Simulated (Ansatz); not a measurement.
## Geometry relaxation, with input and output: BSiNH6Cl2O (part 1 of 2)

System: BSiNH6Cl2O.
Method: RKS revPBE/def2-SVP (Ansatz 0.2.0).

It belongs to a series of runs on one base structure; here: end point A relaxed.

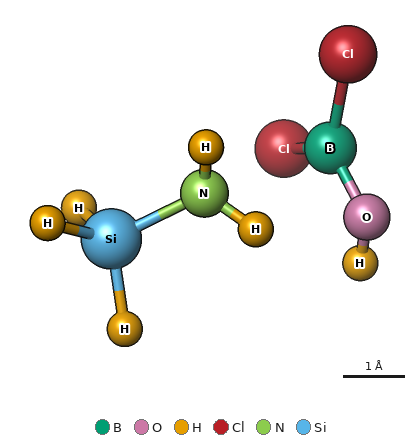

Fig. 1: The structure as given in the input (ball-and-stick view, seen at a tilt).

**Key numbers**

| quantity | value |
| --- | --- |
| outcome | converged |
| total energy | −37217.0074 eV |
| mean-field energy | −37217.0074 eV |
| largest force (length of the vector) at the end | 0.036 eV/Å |
| hardware | 4 threads of Arm Neoverse V2, 24 GiB of memory available, shared host |
| wall time | 23 s (CPU time 86 s) |
| peak memory | 0.19 GiB |

**Input file**
```yaml
crystal:
  periodic: [false, false, false]
  atoms:
    - { symbol: B, position_ang: [0.015616, -0.565817, 0.22309] }
    - { symbol: O, position_ang: [-0.208518, -0.515484, 1.593183] }
    - { symbol: H, position_ang: [-1.163539, -0.450017, 1.794345] }
    - { symbol: Cl, position_ang: [1.666877, -0.923714, -0.337626] }
    - { symbol: Cl, position_ang: [-1.346808, -0.586667, -0.930926] }
    - { symbol: "N", position_ang: [0.469667, 2.129558, 0.526664] }
    - { symbol: H, position_ang: [1.47083, 2.168071, 0.326048] }
    - { symbol: Si, position_ang: [-0.571147, 3.487978, 0.101153] }
    - { symbol: H, position_ang: [-1.338161, 3.23261, -1.171438] }
    - { symbol: H, position_ang: [-1.5682, 3.689363, 1.215777] }
    - { symbol: H, position_ang: [0.229861, 4.752231, -0.097924] }
    - { symbol: H, position_ang: [0.313522, 1.630187, 1.426154] }
basis:
  gaussian: { orbitals: def2-SVP }
hamiltonian:
  xc: revpbe
relax:
  f_tol: 0.03
  max_steps: 50
output:
  orbitals: {}
```

Launched with:
```bash
ansatz run input.yaml --threads 4 --pin off --max-ram 5120MiB --backend cpu --events-out ev --progress --plain --runs-dir out
```

**Log**
```
The last accepted step is kept in [file] (removed where the run ends without a failure and the disk answers)
Engine: ansatz 0.2.0, aarch64-unknown-linux-gnu
Functional definition: revPBE
  parameter kappa = 1.245
  parameter beta = 0.06672455060314922
  exchange = pbe_x(kappa = kappa, mu = beta*pi^2/3)
  correlation = pbe_c(beta = beta)
1403 factors; their error is unknown
mean field evaluation 1: about -37206.5467 eV, gradient 7.3e1 eV
mean field evaluation 2: about -37164.7822 eV, gradient 1.5e2 eV
mean field evaluation 4: about -37216.7721 eV, gradient 9.4e0 eV
mean field evaluation 8: about -37216.9530 eV, gradient 1.8e-1 eV
mean field evaluation 16: about -37216.8722 eV, gradient 3.8e-4 eV
mean field -37216.87224175 eV, -1367.6948283823 hartree, gradient 1.6e-5 eV, S^2 0.000000; 0 other end points of the search recorded, 0 dependent functions left out
the calculation of the forces begins
reference -37216.87229122 eV, -1367.6948302001 hartree; 37, 37 occupied and 89, 89 virtual orbitals, 1403 factors
relax step   1: F+E_penalty+E_count = -37216.87224175 eV  Δ(F+E_penalty+E_count) = +0.000e0 eV  max|allowed force component| = 6.414e-1 eV/Å  Δτ_max = 0.0000 Å  (29 SCF iters, accepted)
these checks for a lower state are left out or cut short: starts, cluster_reference, orbital_swaps, neighbouring_geometries, increment
1403 factors; their error is unknown
mean field -37216.92597993 eV, -1367.6968032239 hartree, gradient 8.7e-6 eV, S^2 0.000000; 0 other end points of the search recorded, 0 dependent functions left out
[... from here on the field's lines of each further geometry are left out, up to the last ...]
relax step   2: F+E_penalty+E_count = -37216.92597993 eV  Δ(F+E_penalty+E_count) = -5.374e-2 eV  max|allowed force component| = 5.805e-1 eV/Å  Δτ_max = 0.1949 Å  (29 SCF iters, accepted)
relax step   3: F+E_penalty+E_count = -37216.94311406 eV  Δ(F+E_penalty+E_count) = -1.713e-2 eV  max|allowed force component| = 5.198e-1 eV/Å  Δτ_max = 0.1925 Å  (28 SCF iters, accepted)
relax step   4: F+E_penalty+E_count = -37216.96075591 eV  Δ(F+E_penalty+E_count) = -1.764e-2 eV  max|allowed force component| = 6.985e-1 eV/Å  Δτ_max = 0.1273 Å  (29 SCF iters, accepted)
relax step   5: F+E_penalty+E_count = -37216.97619681 eV  Δ(F+E_penalty+E_count) = -1.544e-2 eV  max|allowed force component| = 2.714e-1 eV/Å  Δτ_max = 0.0395 Å  (30 SCF iters, accepted)
relax step   6: F+E_penalty+E_count = -37216.99101183 eV  Δ(F+E_penalty+E_count) = -1.482e-2 eV  max|allowed force component| = 1.552e-1 eV/Å  Δτ_max = 0.2000 Å  (28 SCF iters, accepted)
relax step   7: F+E_penalty+E_count = -37216.99243569 eV  Δ(F+E_penalty+E_count) = -1.424e-3 eV  max|allowed force component| = 2.003e-1 eV/Å  Δτ_max = 0.1810 Å  (28 SCF iters, accepted)
relax step   8: F+E_penalty+E_count = -37217.00541068 eV  Δ(F+E_penalty+E_count) = -1.297e-2 eV  max|allowed force component| = 4.461e-2 eV/Å  Δτ_max = 0.0796 Å  (29 SCF iters, accepted)
relax step   9: F+E_penalty+E_count = -37217.00620431 eV  Δ(F+E_penalty+E_count) = -7.936e-4 eV  max|allowed force component| = 2.860e-2 eV/Å  Δτ_max = 0.0313 Å  (30 SCF iters, accepted)
relax step  10: F+E_penalty+E_count = -37217.00654454 eV  Δ(F+E_penalty+E_count) = -3.402e-4 eV  max|allowed force component| = 6.699e-2 eV/Å  Δτ_max = 0.0431 Å  (29 SCF iters, accepted)
relax step  11: F+E_penalty+E_count = -37217.00657453 eV  Δ(F+E_penalty+E_count) = -2.999e-5 eV  max|allowed force component| = 1.069e-1 eV/Å  Δτ_max = 0.0240 Å  (30 SCF iters, accepted)
relax step  12: F+E_penalty+E_count = -37217.00686601 eV  Δ(F+E_penalty+E_count) = -2.915e-4 eV  max|allowed force component| = 3.400e-2 eV/Å  Δτ_max = 0.0079 Å  (30 SCF iters, accepted)
relax step  13: F+E_penalty+E_count = -37217.00700205 eV  Δ(F+E_penalty+E_count) = -1.360e-4 eV  max|allowed force component| = 1.162e-2 eV/Å  Δτ_max = 0.0150 Å  (31 SCF iters, accepted)
relax step  14: F+E_penalty+E_count = -37217.00717112 eV  Δ(F+E_penalty+E_count) = -1.691e-4 eV  max|allowed force component| = 3.282e-2 eV/Å  Δτ_max = 0.0375 Å  (30 SCF iters, accepted)
relax step  15: F+E_penalty+E_count = -37217.00727614 eV  Δ(F+E_penalty+E_count) = -1.050e-4 eV  max|allowed force component| = 3.611e-2 eV/Å  Δτ_max = 0.0333 Å  (30 SCF iters, accepted)
the calculation of the forces begins
reference -37217.00741815 eV, -1367.6997960233 hartree; 37, 37 occupied and 89, 89 virtual orbitals, 1403 factors
relax step  16: F+E_penalty+E_count = -37217.00736733 eV  Δ(F+E_penalty+E_count) = -9.119e-5 eV  max|allowed force component| = 2.736e-2 eV/Å  Δτ_max = 0.0310 Å  (30 SCF iters, accepted)
1403 factors; their error is unknown
mean field evaluation 128: about -37160.5491 eV, gradient 1.5e2 eV
```

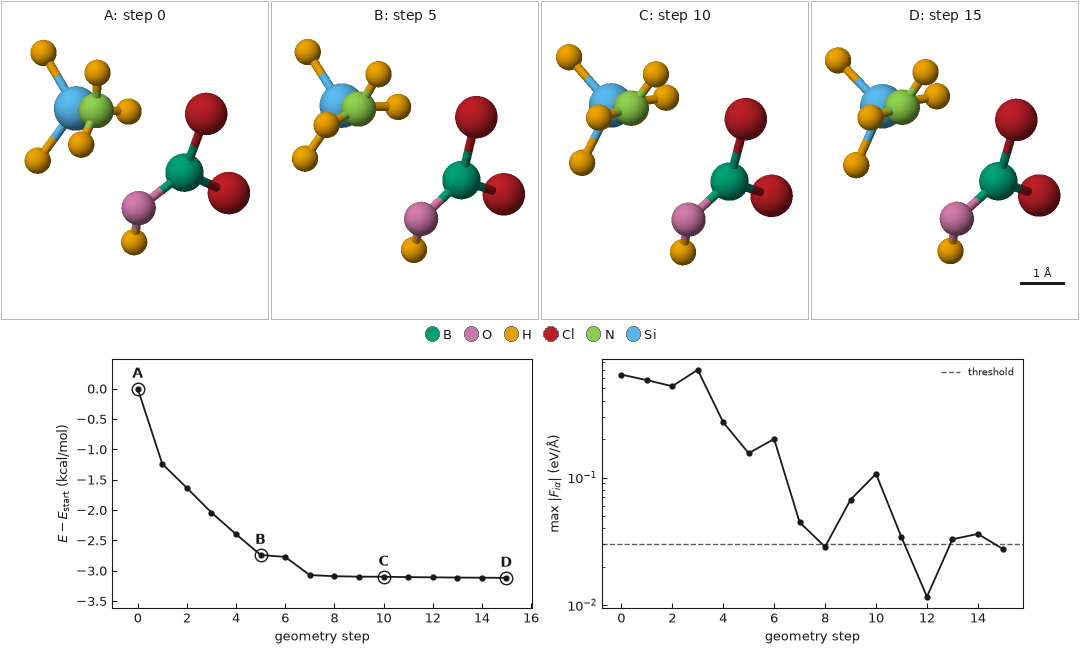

Fig. 2: Frames of the relaxation (ball-and-stick view, seen at an oblique angle) above the curves, on which the letters mark them (the first geometry is step 0 here and step 1 in the log).

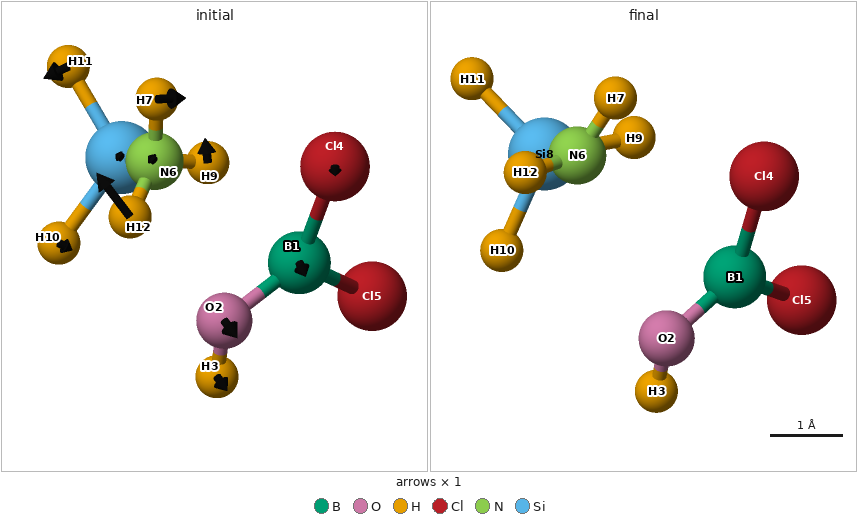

Fig. 3: Before (left) and after (right) the relaxation, at one scale (ball-and-stick view, seen at an oblique angle). The black arrows give the displacements, at true length. The energy falls by 3.12 kcal/mol in 15 geometry steps. Largest force component: 0.64 eV/Å at the start, 0.027 eV/Å at the end. H12 moves most after the best rigid fit: 0.78 Å. By element the largest moves are H 0.78 Å, O 0.34 Å, B 0.25 Å, Cl 0.16 Å, N 0.13 Å, Si 0.11 Å. Among the contacts that change: B1–O2 1.389 → 1.357 Å, N6–H12 1.041 → 1.025 Å, Si8–H11 1.510 → 1.516 Å, N6–H7 1.022 → 1.026 Å. Among the angles that change: N6–Si8–H11 111.3° → 116.5°, N6–Si8–H9 111.9° → 107.7°, H7–N6–Si8 120.1° → 117.4°. (Atoms are counted from 1 in the order of the input.)

```
mean field -37217.00736733 eV, -1367.6997941557 hartree, gradient 2.0e-5 eV, S^2 0.000000; 1 other end points of the search recorded, 0 dependent functions left out
the calculation of the forces begins
reference -37217.00741815 eV, -1367.6997960233 hartree; 37, 37 occupied and 89, 89 virtual orbitals, 1403 factors
Total energy: -37217.00741815 eV, -1367.6997960233 hartree
Atom 0 at    -0.054588    -0.788158     0.300511 Å, force     0.011074    -0.003562     0.010150 eV/Å
Atom 1 at    -0.310820    -0.844867     1.632329 Å, force     0.022887    -0.007526    -0.005381 eV/Å
Atom 2 at    -1.257752    -0.710877     1.821356 Å, force    -0.026436     0.009956     0.006266 eV/Å
Atom 3 at     1.622620    -1.028822    -0.237856 Å, force    -0.006473     0.002005    -0.005215 eV/Å
Atom 4 at    -1.359287    -0.633958    -0.907429 Å, force    -0.001178    -0.001491    -0.007009 eV/Å
Atom 5 at     0.497806     2.255942     0.537312 Å, force     0.023998     0.000826    -0.027360 eV/Å
Atom 6 at     1.282529     2.061489    -0.094261 Å, force    -0.025925     0.005316     0.020021 eV/Å
Atom 7 at    -0.563934     3.599299     0.122712 Å, force    -0.007430     0.004899     0.002827 eV/Å
Atom 8 at    -1.035482     3.388980    -1.289677 Å, force     0.003388     0.000840     0.008223 eV/Å
Atom 9 at    -1.727289     3.563835     1.079001 Å, force     0.010606     0.001289    -0.009212 eV/Å
Atom 10 at     0.040333     4.987014     0.201198 Å, force    -0.006021    -0.010672     0.000057 eV/Å
Atom 11 at     0.835865     2.198421     1.503303 Å, force     0.001510    -0.001881     0.006631 eV/Å
Dipole moment:    -0.079919     0.141211     0.284801 e Å
```

**Trajectory as extended XYZ (Å, eV, eV/Å), 16 frames, from step=1 to step=16**
```
12
Properties=species:S:1:pos:R:3:forces:R:3 step=1 energy=-37216.87224
B     0.0156   -0.5658    0.2231   -0.0989  -0.0868   0.6414
O    -0.2085   -0.5155    1.5932    0.0227  -0.1685  -0.6297
H    -1.1635   -0.4500    1.7943    0.1078  -0.0131  -0.0737
Cl    1.6669   -0.9237   -0.3376   -0.1096   0.0419   0.0594
Cl   -1.3468   -0.5867   -0.9309    0.0264   0.0248   0.0169
N     0.4697    2.1296    0.5267   -0.1956  -0.2819   0.6039
H     1.4708    2.1681    0.3260    0.0432   0.0046  -0.0359
Si   -0.5711    3.4880    0.1012    0.0030  -0.0102  -0.0033
H    -1.3382    3.2326   -1.1714    0.0122   0.0182   0.0056
H    -1.5682    3.6894    1.2158    0.0254  -0.0162  -0.0322
H     0.2299    4.7522   -0.0979   -0.0153  -0.0152   0.0176
H     0.3135    1.6302    1.4262    0.1788   0.5025  -0.5699
12
Properties=species:S:1:pos:R:3:forces:R:3 step=2 energy=-37216.92598
B    -0.0031   -0.6719    0.2448   -0.0911   0.0520   0.4231
O    -0.2435   -0.6780    1.6030    0.0553  -0.0575  -0.5805
H    -1.1980   -0.5855    1.7890    0.0489   0.0030  -0.0230
Cl    1.6617   -0.9623   -0.3110   -0.1279  -0.0125   0.0508
Cl   -1.3414   -0.5588   -0.9391    0.1015  -0.0558   0.0987
N     0.4866    2.1935    0.5378   -0.0217  -0.2110   0.4886
H     1.4733    2.2152    0.2579   -0.1319  -0.0280   0.0027
Si   -0.5759    3.5268    0.0889    0.0995  -0.0097   0.0541
H    -1.3413    3.2591   -1.1814    0.0305  -0.0122  -0.0028
H    -1.5705    3.7253    1.2037    0.0107  -0.0262  -0.0115
H     0.2148    4.7955   -0.1135   -0.0468   0.0587  -0.0193
H     0.4073    1.7893    1.4884    0.0730   0.2991  -0.4809
12
Properties=species:S:1:pos:R:3:forces:R:3 step=3 energy=-37216.94311
B    -0.0041   -0.7119    0.2418   -0.1036  -0.3802   0.0140
O    -0.2534   -0.7739    1.5820   -0.0281   0.1545  -0.1252
H    -1.2066   -0.6615    1.7613    0.0265  -0.0002   0.0225
Cl    1.6524   -1.0482   -0.3082   -0.0174   0.1446   0.0011
Cl   -1.3406   -0.6401   -0.9513    0.1147   0.1104   0.0841
N     0.4786    2.2443    0.5773    0.2212  -0.2362   0.3348
H     1.4424    2.2072    0.2100   -0.3349  -0.0446   0.1443
Si   -0.5709    3.5738    0.0914    0.0275   0.0103   0.0527
H    -1.3284    3.2831   -1.1783    0.0571  -0.0342  -0.0067
H    -1.5704    3.7722    1.1999    0.0063  -0.0045   0.0047
H     0.2008    4.8520   -0.1285   -0.0387   0.0632  -0.0065
H     0.4701    1.9514    1.5711    0.0694   0.2169  -0.5198
12
Properties=species:S:1:pos:R:3:forces:R:3 step=4 energy=-37216.96076
B    -0.0158   -0.7822    0.2387    0.0296   0.0898  -0.1812
O    -0.2640   -0.8027    1.5730   -0.0941  -0.0563   0.0202
H    -1.2178   -0.6900    1.7468    0.0126   0.0037   0.0470
Cl    1.6645   -1.0111   -0.3019   -0.1063  -0.0089  -0.0006
Cl   -1.3400   -0.6542   -0.9651    0.1570  -0.0446   0.1206
N     0.4653    2.2508    0.6046    0.3846  -0.1469   0.3055
H     1.4001    2.1511    0.1651   -0.5043  -0.0214   0.3154
Si   -0.5637    3.5879    0.0956    0.0237  -0.0176   0.0663
H    -1.3128    3.2799   -1.1748    0.0638  -0.0408  -0.0091
H    -1.5650    3.7922    1.2003   -0.0054   0.0182   0.0107
H     0.1956    4.8725   -0.1381   -0.0338   0.0639   0.0037
H     0.5235    2.0540    1.6242    0.0725   0.1610  -0.6985
12
Properties=species:S:1:pos:R:3:forces:R:3 step=5 energy=-37216.97620
B    -0.0107   -0.7836    0.2399    0.0048   0.0203  -0.0659
O    -0.2681   -0.8172    1.5743   -0.0495  -0.0299  -0.0550
H    -1.2222   -0.7030    1.7455    0.0160   0.0056   0.0333
Cl    1.6706   -1.0206   -0.2940   -0.0943   0.0180   0.0103
Cl   -1.3261   -0.6563   -0.9693    0.1168  -0.0216   0.0836
N     0.4557    2.2515    0.6053    0.1201  -0.0471   0.0802
H     1.3717    2.1273    0.1515   -0.2162  -0.0283   0.1441
Si   -0.5637    3.5973    0.1004    0.0145  -0.0168   0.0329
H    -1.3069    3.2829   -1.1716    0.0502  -0.0261  -0.0047
H    -1.5634    3.8090    1.2058    0.0027   0.0052   0.0029
H     0.1934    4.8835   -0.1356   -0.0260   0.0503   0.0097
H     0.5397    2.0774    1.6165    0.0611   0.0705  -0.2714
```
